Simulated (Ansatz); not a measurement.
# AlH2O2 (SMILES [OH][Al][OH]) at UPBE/STO-3G

What is the electronic atomisation energy of AlH2O2 at UPBE/STO-3G? 

The calculation is run with Ansatz 0.2.0.

52 further runs of the same task are left out: 3 that didn't finish, 49 set aside as unsound or not needed.

### Step 1. The molecule

The species is AlH2O2 (5 atoms), meant as a doublet with charge 0. As SMILES, `[OH][Al][OH]`. The coordinates come from a PBE0-D4/def2-TZVP relaxation. This is one conformer, not always the lowest.

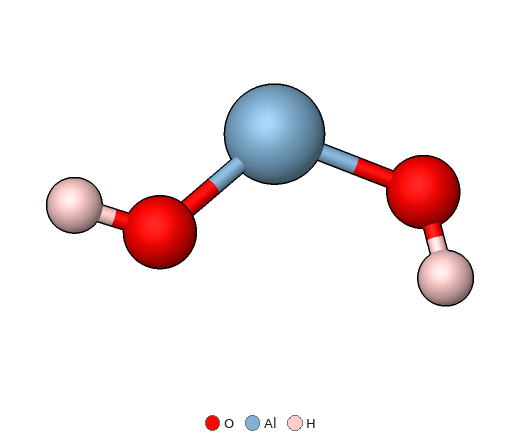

The structure, seen from a chosen angle (oxygen red, aluminium light blue, hydrogen pink).

### Step 2. A single-point energy at UPBE/STO-3G

The input, in.yaml:

```yaml
crystal:
  periodic: [false, false, false]
  atoms:
    - symbol: O
      position_ang: [-1.573500, -0.324600, -0.237500]
    - symbol: Al
      position_ang: [0.018500, -0.825100, 0.065000]
    - symbol: O
      position_ang: [1.249400, 0.348300, 0.160000]
    - symbol: H
      position_ang: [-1.809700, 0.595800, -0.359200]
    - symbol: H
      position_ang: [2.165100, 0.131800, 0.330400]
basis:
  gaussian: {orbitals: STO-3G}
magnetization: {spin_polarized: true, initial_magnetization: 1}
hamiltonian: {xc: {name: PBE}}
accuracy: high
```

Run with:

```
$ ansatz run in.yaml --threads 1 --pin off --max-ram 2610MiB --events-out events.jsonl --progress --plain --runs-dir runs
```

What it wrote:

```text
Warning: RAYON_NUM_THREADS=1 ignored (pool sized by the plan → 1); use --threads N
Functional definition: PBE
  name "PBE"
  parameter kappa = 0.804
  parameter beta = 0.06672455060314922
  exchange = pbe_x(kappa = kappa, mu = beta*pi^2/3)
  correlation = pbe_c(beta = beta)
380 factors; integrals over basis functions are off by at most 3.2e-8 eV
mean field evaluation 1: about -10573.5154 eV, gradient 2.3e1 eV
mean field evaluation 2: about -10545.4691 eV, gradient 6.6e1 eV
mean field evaluation 4: about -10576.9761 eV, gradient 5.4e0 eV
mean field evaluation 8: about -10577.1490 eV, gradient 5.2e-2 eV
mean field evaluation 16: about -10577.1490 eV, gradient 6.1e-7 eV
mean field -10577.14900047 eV, -388.7030563183 hartree, gradient 5.3e-8 eV, S^2 0.752272; 0 other end points of the search recorded, 0 dependent functions left out
reference -10577.14900249 eV, -388.7030563925 hartree; 16, 15 occupied and 5, 6 virtual orbitals, 380 factors
Total energy: -10577.14900249 eV, -388.7030563925 hartree
```

Run time: 1.9 s. Hardware: 1 thread of Arm Neoverse V1, shared host; peak memory 0.13 GiB.

### Step 3. The Al atom at the same level

The input, input.yaml:

```yaml
crystal:
  periodic: [false, false, false]
  atoms:
    - {symbol: Al, position_ang: [0.000000, 0.000000, 0.000000]}
basis:
  gaussian:
    orbitals: STO-3G
magnetization:
  spin_polarized: true
  initial_magnetization: 1
hamiltonian:
  xc: pbe
accuracy: high
```

Run the same way, it converges to -239.16604 Eh (log not shown).

### Step 4. The H atom at the same level

The input, input.yaml:

```yaml
crystal:
  periodic: [false, false, false]
  atoms:
    - {symbol: H, position_ang: [0.000000, 0.000000, 0.000000]}
basis:
  gaussian: {orbitals: STO-3G}
magnetization: {spin_polarized: true, initial_magnetization: 1}
hamiltonian: {xc: {name: PBE}}
accuracy: high
```

Run the same way, it converges to -0.46438 Eh (log not shown).

### Step 5. The O atom, same level

The input, input.yaml:

```yaml
crystal:
  periodic: [false, false, false]
  atoms:
    - {symbol: O, position_ang: [0.000000, 0.000000, 0.000000]}
basis:
  gaussian: {orbitals: STO-3G}
magnetization: {spin_polarized: true, initial_magnetization: 2}
hamiltonian: {xc: {name: PBE}}
accuracy: high
```

Run the same way, it converges to -73.94877 Eh (log not shown).

### Step 6. What came out

Level: UPBE/STO-3G.

| quantity | value |
| --- | --- |
| molecule: total energy | -388.70306 Eh |
| molecule: ⟨S²⟩ | 0.752 |
| Al atom: total energy | -239.16604 Eh |
| Al atom: ⟨S²⟩ | 0.750 |
| H atom: total energy | -0.46438 Eh |
| H atom: ⟨S²⟩ | 0.750 |
| O atom: total energy | -73.94877 Eh |
| O atom: ⟨S²⟩ | 2.000 |
| electronic atomisation energy | 19.340 eV |

What this shows: Taking the molecule apart into free atoms costs 19.34 eV (446 kcal/mol), before zero-point energy and without spin-orbit coupling. In a minimal basis such a difference can be off by several eV, whatever the method.
